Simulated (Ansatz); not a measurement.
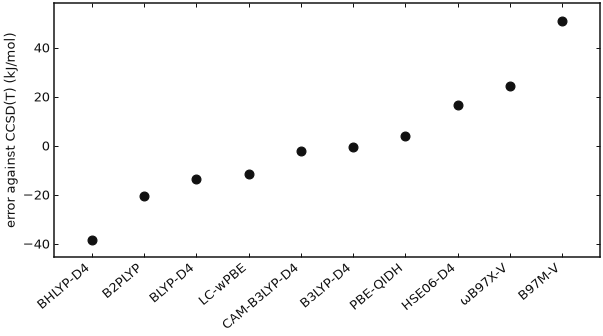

Error in the electronic atomisation energy (method less reference, so positive means overbinding) of BSiH₃S, SMILES B1[SiH2]S1: functionals in def2-TZVPP against frozen-core CCSD(T) at the limit (MP2 extrapolated from triple and quadruple zeta, plus CCSD(T) less MP2 in a smaller set), which gives 1905.3 kJ/mol, at a PBE0-D4/def2-TZVP geometry (a minimum by its frequencies), no zero-point or spin-orbit term, the Ansatz code. The reference leaves out core correlation, a term that grows with the number of heavy atoms. B2PLYP and PBE-QIDH hold a correlation term that converges slowly with the basis, so part of the distance to the limit is basis error. No dispersion term is added to B2PLYP, LC-wPBE and PBE-QIDH.

### Which of these levels overbind, and which underbind?

Overbind: HSE06-D4, ωB97X-V and B97M-V. Underbind: BHLYP-D4 and B2PLYP. Within 15 kJ/mol of zero, too close to call in view of what the reference leaves out: BLYP-D4, LC-wPBE, CAM-B3LYP-D4, B3LYP-D4 and PBE-QIDH.

### What range do the values span?

From −38.4 kJ/mol (BHLYP-D4) to 51.1 kJ/mol (B97M-V).
